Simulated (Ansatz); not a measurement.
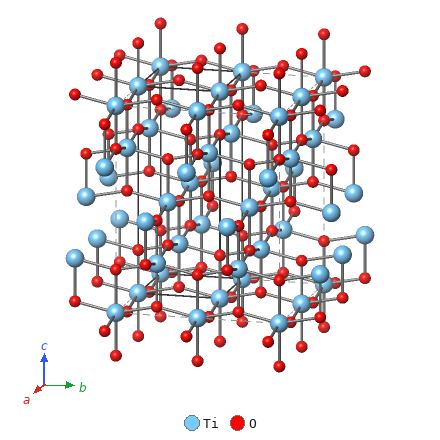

TiO₂ (space group I4_1/amd, No. 141): the input geometry of an electronic-structure calculation (not necessarily at equilibrium).

Bonds are taken as O–Ti below 2.2 Å. Atoms with one bond or none are removed and atoms with two bonds are replaced by edges, until no such atom is left.

Question: What kind of net remains, and which atoms are its nodes?

Answer: A binodal (3,6)-connected, three-periodic net: O is a 3-connected node; Ti is a 6-connected node, in the ratio 2:1.

Question: Which named net is it?

Answer: It is the ant net, known from anatase.

Question: Is the net interpenetrated?

Answer: It is a single net, without interpenetration.

Question: How many nodes does the smallest cycle have?

Answer: Four.

Question: Give the first four terms of the coordination sequence (nodes one, two, three … edges away).

Answer: O: 3, 13, 16, 54; Ti: 6, 8, 32, 28.

The simplified net, drawn on the atoms' positions. Nodes are coloured by element. Edges to nodes outside the piece are drawn as stubs.

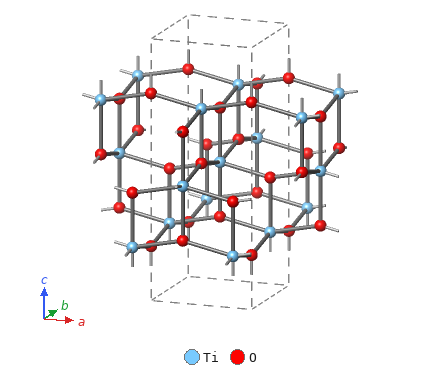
